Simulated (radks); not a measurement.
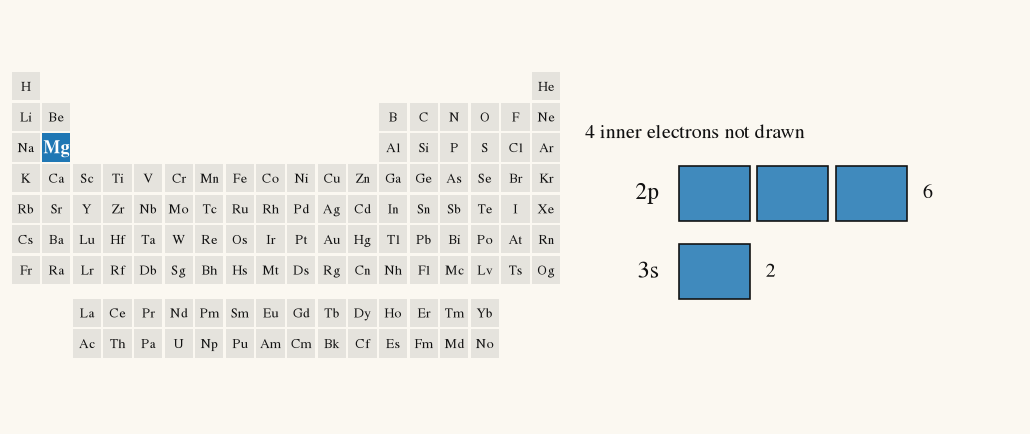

*Left, the place of magnesium in the periodic table; right, the outer shells as the input fills them: a box for each of the 2l + 1 orbitals, shaded by the share of the shell that is filled, with the electron count at the right.*

## Mg: atomic calculation

The neutral magnesium atom in the configuration [Ne] 3s2. Computed at this level: scalar-relativistic Kohn-Sham, r2SCAN, spin-polarised, spherical densities, finite nucleus (the in-house radial solver radks).

**Results in brief**

| quantity | value |
| --- | --- |
| outcome | converged |
| total energy | −200.370710 hartree |
| kinetic energy | 200.612564 hartree |
| electron–nucleus energy | −480.520455 hartree |
| Hartree energy | 95.978781 hartree |
| exchange–correlation energy | −16.441601 hartree |
| radius at density 0.001 e/bohr³ | 4.55 bohr |
| SCF iterations | 15 |
| hardware | 1 CPU thread, shared host |

**Input**
```
Z 12
configuration [Ne] 3s2
relativity scalar-relativistic
functional r2scan,r2scan
spin polarised
nucleus finite rms 3.057 fm
c 137.035999084
```

Energies in input and log are in hartree, lengths in bohr (the nuclear radius in fm).

The run was one of a batch that the task file lists, launched with:
```bash
python <driver script> task.json out
```

**The program's output**
```
1s      1   1.0000         -46.63268030
2s      1   1.0000          -3.05075177
2p      1   3.0000          -1.76873805
3s      1   1.0000          -0.17706775
1s      2   1.0000         -46.63268030
2s      2   1.0000          -3.05075177
2p      2   3.0000          -1.76873805
3s      2   1.0000          -0.17706775
Etot -200.37071022004102
Ekin 200.61256443458916
Encl -480.5204545622651
Eh 95.97878051528173
Exc -16.4416006076468
err 1.1027940013060129e-06
it 15
```

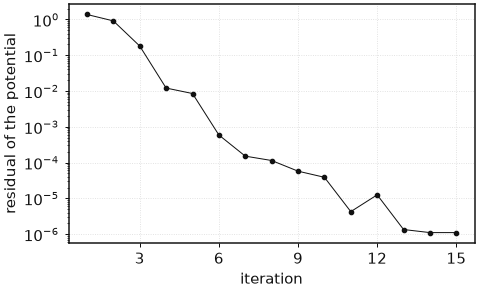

*Convergence: residual of the potential against the iteration.*

The residual comes down, with one marked jump up, by a factor of about 3, at step 12. It goes from 1.4 to 1.1×10⁻⁶ in 15 steps.

**Orbitals**

| orbital | occupation | energy (eV) | ⟨r⟩ (bohr) | outer maximum (bohr) |
| --- | --- | --- | --- | --- |
| 1s down | 1 | −1268.9 | 0.1306 | 0.0851 |
| 1s up | 1 | −1268.9 | 0.1306 | 0.0851 |
| 2s up | 1 | −83.015 | 0.6941 | 0.546 |
| 2s down | 1 | −83.015 | 0.6941 | 0.546 |
| 2p down | 3 | −48.130 | 0.6872 | 0.480 |
| 2p up | 3 | −48.130 | 0.6872 | 0.480 |
| 3s down | 1 | −4.818 | 3.177 | 2.57 |
| 3s up | 1 | −4.818 | 3.177 | 2.57 |

**Slater integrals of the outer shells (hartree)**

| integral | value |
| --- | --- |
| F0(3s,3s) | 0.2850 |
| F0(3s,2p) | 0.3810 |
| G1(3s,2p) | 0.0187 |
| F0(3s,2s) | 0.3805 |
| G0(3s,2s) | 0.0144 |
| F0(3s,1s) | 0.4024 |
| G0(3s,1s) | 0.0061 |
| F0(2p,2p) | 1.3468 |

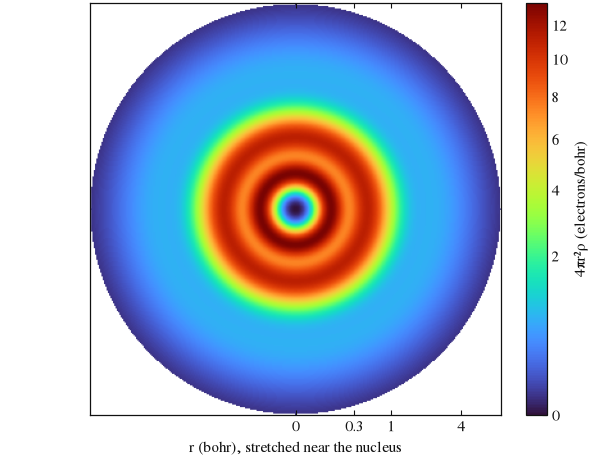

*The radial density 4πr²ρ as a disc about the nucleus, with the radius drawn as r to the power 0.4.*

There are 3 maxima, at r = 0.0870, 0.502 and 2.39 bohr, parted by minima at 0.238 and 2.07 bohr, inside which lie 2.2 and 10.3 electrons. The outermost maximum rises little above the minimum before it.

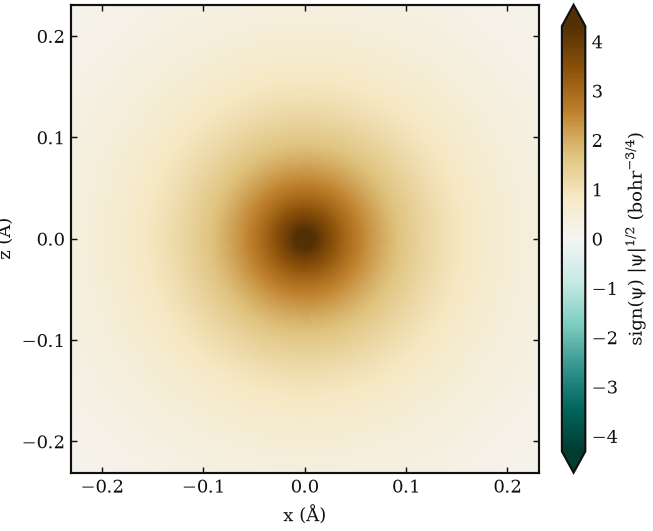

*One occupied orbital is shown. In the xz plane through the nucleus, the colour gives the signed square root of ψ. (1 bohr = 0.529 Å.) The radial function comes from the spherical calculation and is multiplied by a real spherical harmonic; the overall sign is chosen so that the largest lobe of P(r) is positive; at the scalar-relativistic level it is the large component.*

It is 1s. It has no angular node and no radial node. The maximum of P² lies at 0.0851 bohr, ⟨r⟩ = 0.131 bohr, 90 % of the charge lies within 0.233 bohr, and the eigenvalue is −1269 eV, with 2 electrons in the shell.

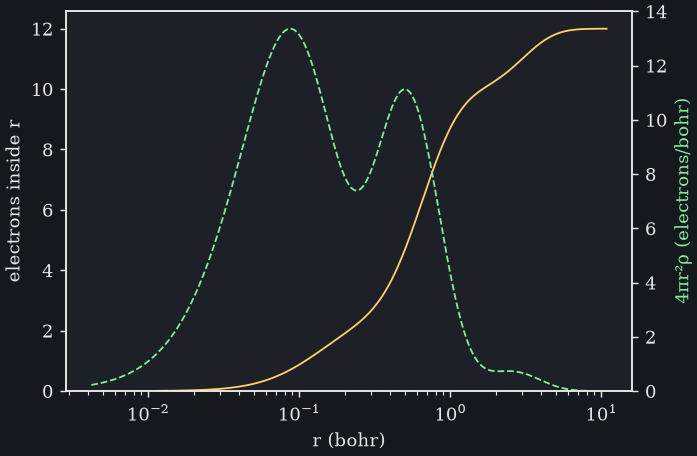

*The number of electrons inside radius r (solid) and the radial density 4πr²ρ (dashed).*

The count levels off at 12 electrons. Half of them lie within 0.622 bohr, 90 % within 2.70 bohr and 99 % within 5.40 bohr. The radial density has minima at 0.238 and 2.07 bohr, where the count stands at 2.2 and 10.3; these part the shells that the density resolves.
